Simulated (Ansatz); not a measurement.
# The cluster Ga₃As₄−: trial inputs and their diagnosis

2 inputs were typed for the cluster Ga₃As₄−. Each is run as it stands; the log then has to tell whether the result can be used.

Method: the settings change from run to run; program: Ansatz 0.2.0, Gaussian basis.

7 further runs of the same task are left out: 3 that didn't finish, 4 set aside as unsound or not needed.

### 1 The relaxed structure

The structure was relaxed beforehand with PBE0-D4/def2-SVP.

7 atoms, charge -1, spin multiplicity 1.

Atoms are counted from 1 here; the program's logs count them from 0.

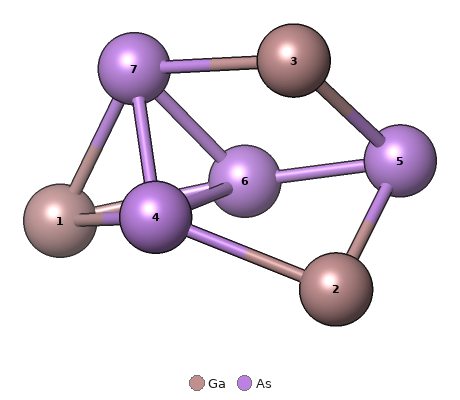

The structure; gallium pink, arsenic purple; atoms are numbered from 1 in the order of the file.

Geometry (Å):

```xyz
7
As4Ga3
Ga    0.0852   -1.5828    2.4590
Ga    2.0198    1.1137   -0.9529
Ga   -1.3291    1.4196   -1.1398
As    0.3771    0.8209    1.3001
As    0.4439   -0.1970   -2.4102
As    0.1817   -1.2357   -0.2416
As   -1.7787   -0.3387    0.9854
```

### 2 Try 1

Contents of in.yaml:

```yaml
crystal:
  periodic: [false, false, false]
  atoms:
    - {symbol: Ga, position_ang: [0.085188, -1.582751, 2.458954]}
    - {symbol: Ga, position_ang: [2.019839, 1.113704, -0.952912]}
    - {symbol: Ga, position_ang: [-1.329117, 1.419563, -1.139764]}
    - {symbol: As, position_ang: [0.377144, 0.820899, 1.300136]}
    - {symbol: As, position_ang: [0.443946, -0.197018, -2.410205]}
    - {symbol: As, position_ang: [0.181691, -1.235728, -0.241562]}
    - {symbol: As, position_ang: [-1.778690, -0.338669, 0.985352]}
basis:
  gaussian: {orbitals: aug-cc-pVDZ}
magnetization: {spin_polarized: true, initial_magnetization: 1}
hamiltonian: {xc: {name: PBE-QIDH}}
scf: {omitted_lower_state_checks: [starts]}
output: {forces: true}
```

On the command line:

```console
$ ansatz run in.yaml --threads 4 --pin off --events-out ev --progress --plain --max-ram 6963MiB
```

Standard output:

```text
Functional definition: PBE-QIDH
  name "PBE-QIDH"
  cite "Brémond, Sancho-García, Pérez-Jiménez & Adamo, J. Chem. Phys. 141, 031101 (2014) doi:10.1063/1.4890314"
  cite "Perdew, Burke & Ernzerhof, Phys. Rev. Lett. 77, 3865 (1996) doi:10.1103/PhysRevLett.77.3865"
  parameter a = 3^(-1/3)
  parameter c = 1/3
  exchange = (1 - a)*pbe_x + a*exact_x
  correlation = (1 - c)*pbe_c + c*(mp2_os + mp2_ss)
these checks for a lower state are left out or cut short: starts
2956 factors; integrals over basis functions are off by at most 2.9e-4 eV
mean field evaluation 1: about -400365.1793 eV, gradient 1.4e1 eV
mean field evaluation 2: about -400365.1726 eV, gradient 1.4e1 eV
mean field evaluation 4: about -400367.0947 eV, gradient 2.3e0 eV
mean field evaluation 8: about -400367.2183 eV, gradient 2.4e-1 eV
mean field evaluation 16: about -400367.2261 eV, gradient 1.9e-2 eV
mean field evaluation 32: about -400367.2262 eV, gradient 4.1e-5 eV
mean field -400367.22615651 eV, -14713.2241825990 hartree, gradient 8.4e-6 eV, S^2 0.801380; 0 other end points of the search recorded, 0 dependent functions left out
63 core orbitals not correlated: weight in the atoms' cores, before any rotation towards them, 1.000 or more for the frozen orbitals, at most 0.000 for the correlated occupied ones
reference -400367.22617815 eV, -14713.2241833943 hartree; 50, 49 occupied and 139, 140 virtual orbitals, 2956 factors
second order -25.37869299 eV of doubles, -0.00000000 eV of singles
the calculation of the forces begins
Error: SIGTERM received: run cancelled behind 41 evaluations of the mean field
```

It took 8.1 min on 4 threads of Intel Xeon at 2.50GHz, shared host.

Diagnosis: The job was cancelled at its limit on wall time, after 41 evaluations of the mean field. The size of the job: 7 atoms, 252 basis functions. What to do: restart with a longer limit. The input also asks for charge 0 and multiplicity 2, not those of the species named; set them back first.

### 3 Try 2

Contents of in.yaml:

```yaml
crystal:
  periodic: [false, false, false]
  atoms:
    - {symbol: Ga, position_ang: [0.085188, -1.582751, 2.458954]}
    - {symbol: Ga, position_ang: [2.019839, 1.113704, -0.952912]}
    - {symbol: Ga, position_ang: [-1.329117, 1.419563, -1.139764]}
    - {symbol: As, position_ang: [0.377144, 0.820899, 1.300136]}
    - {symbol: As, position_ang: [0.443946, -0.197018, -2.410205]}
    - {symbol: As, position_ang: [0.181691, -1.235728, -0.241562]}
    - {symbol: As, position_ang: [-1.778690, -0.338669, 0.985352]}
basis:
  gaussian: {orbitals: def2-TZVPPP}
total_charge: -1
hamiltonian: {xc: {name: B3LYP5}}
scf: {omitted_lower_state_checks: [starts]}
```

The command is unchanged.

Standard output:

```text
Error: <dir> can't be read: No such file or directory (os error 2)
```

Wall time 0.06 s (4 threads of Intel Xeon at 2.50GHz, shared host).

What is wrong: The program refused the input before any cycle. It says: «<dir> can't be read: No such file or directory (os error 2)» No basis of that name is known. What to do: choose a basis that the program's library holds for every element.

### 4 How the tries ended

| try | level | ended | cause | time |
| --- | --- | --- | --- | --- |
| 1 | PBE-QIDH/aug-cc-pVDZ | timeout | the time limit | 8.1 min |
| 2 | B3LYP5/def2-TZVPPP | refused | no basis of that name is known | 0.06 s |

1 timeout, 1 refused. A refusal costs next to no computing time.
